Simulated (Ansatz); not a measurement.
```csv
atom,x (Å),y (Å),z (Å)
Si,-0.2650,1.0705,-0.8084
N,-0.2858,-0.6884,-0.7009
C,0.2653,-1.4667,0.1340
S,1.2894,-0.9772,1.5312
H,-0.9957,1.4776,-2.0520
H,-0.9553,1.6732,0.3893
H,1.1485,1.5953,-0.8732
H,0.1474,-2.5731,0.0596
H,1.5430,-2.2385,1.9810
```

Theory: Ansatz 0.2.0, RKS PBE/def2-SVP.

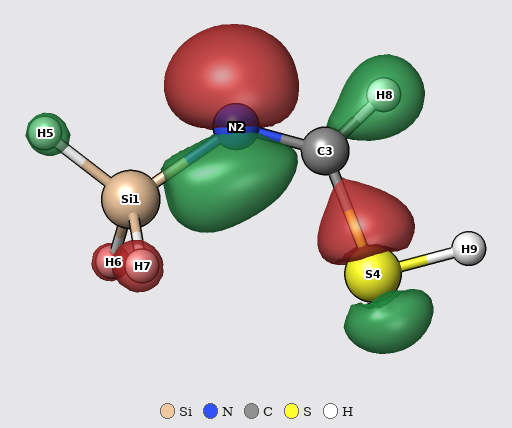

CH$_{5}$NSSi. The HOMO at ±0.15 Å⁻³ᐟ² (green and red are the two phases), seen across its widest extent.

**What is the character of this orbital?**

By Hirshfeld shares it lies mainly on N2 (about 55 %), S4 (about 15 %), Si1 (about 10 %) and C3 (about 10 %). Its energy is −5.75 eV.
